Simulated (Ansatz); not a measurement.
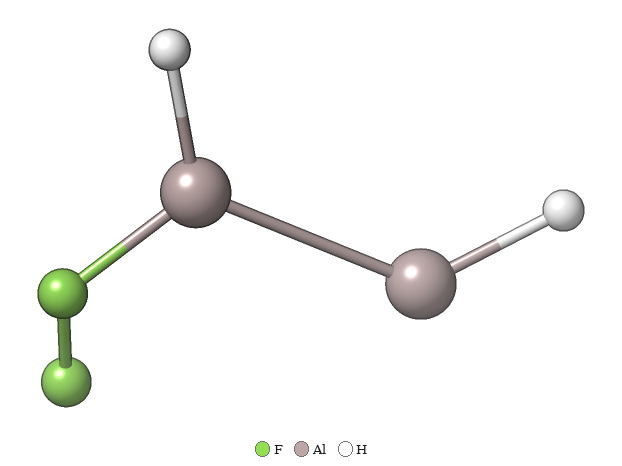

The picture shows the input geometry.

Input file:

```yaml
crystal:
  periodic: [false, false, false]
  atoms:
    - {symbol: F, position_ang: [0.218040, -1.071992, -2.230267]}
    - {symbol: Al, position_ang: [0.803317, -0.108889, -1.019605]}
    - {symbol: Al, position_ang: [-0.703539, 0.196599, 1.078478]}
    - {symbol: F, position_ang: [-0.635069, -1.858887, -1.925305]}
    - {symbol: H, position_ang: [2.234341, 0.523151, -1.286811]}
    - {symbol: H, position_ang: [-0.407490, 1.076182, 2.365872]}
basis:
  gaussian: {orbitals: def2-SVP}
hamiltonian: {xc: pbe, dispersion: d4}
relax: {f_tol: 0.03, max_steps: 250}
```

It was started with:

```sh
ansatz run in.yaml --threads 2 --pin off --events-out ev --progress --plain --max-ram 4352MiB
```

Output (its end):

```
798 factors; their error is unknown
mean field -18642.05501902 eV, -685.0828859103 hartree, gradient 9.2e-6 eV, S^2 0.000000; 1 other end points of the search recorded, 0 dependent functions left out
the calculation of the forces begins
reference -18642.05506219 eV, -685.0828874968 hartree; 23, 23 occupied and 51, 51 virtual orbitals, 798 factors
Total energy: -18642.15078902 eV, -685.0864053930 hartree
Atom 0 at    -0.011229    -0.398141    -2.809951 Å, force    -0.002280    -0.005725     0.008002 eV/Å
Atom 1 at     0.846706    -0.122077    -1.385811 Å, force     0.003449     0.000165     0.006611 eV/Å
Atom 2 at    -0.513107     0.466314     0.635800 Å, force     0.004152     0.004279     0.001507 eV/Å
Atom 3 at     0.113646    -1.206422    -0.007415 Å, force    -0.001566     0.003862    -0.012314 eV/Å
Atom 4 at     2.434192    -0.181222    -1.433964 Å, force    -0.000449     0.000469    -0.002674 eV/Å
Atom 5 at    -1.360606     0.197712     1.983702 Å, force    -0.003306    -0.003050    -0.001131 eV/Å
Dipole moment:    -0.079036     0.222603     0.481570 e Å
```
